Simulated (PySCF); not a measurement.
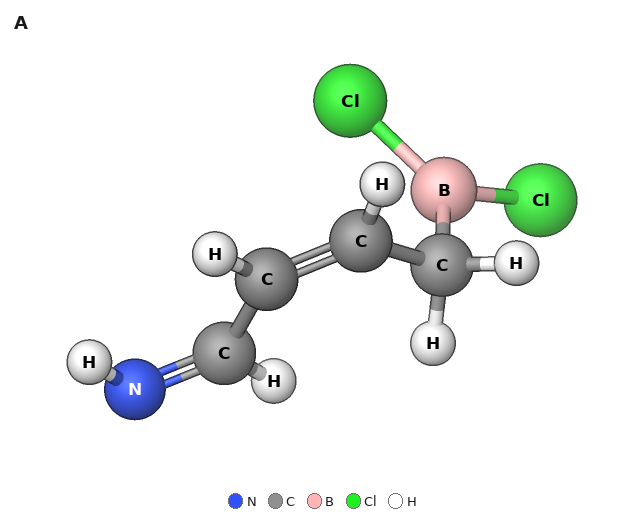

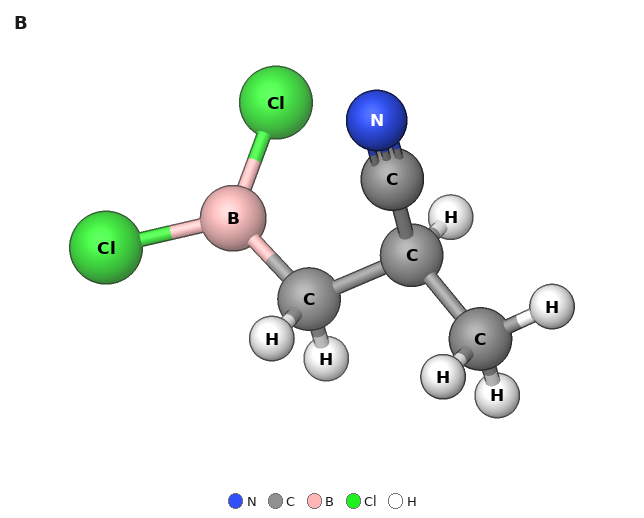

2 stationary structures of one formula. Geometries: GFN2-xTB. Electronic energies: B3LYP/def2-SVPD (PySCF 2.14.0), without zero-point energy. No frequency run is at hand to confirm each as a minimum. Each is one conformer, not always the lowest.

Question: Are they conformers, stereoisomers or constitutional isomers?

Answer: They are constitutional isomers of C4H6BCl2N: A `[H]/N=C\C=C/CB(Cl)Cl`, B `C[C@H](C#N)CB(Cl)Cl`.

Question: Which structure is the most stable?

Answer: B is lowest; A lies 59.7 kJ/mol above it.

The geometry is semi-empirical. Around B such bond lengths and angles can be off by a tenth of an ångström or more and by several degrees, and values that hang on the shape move with them.
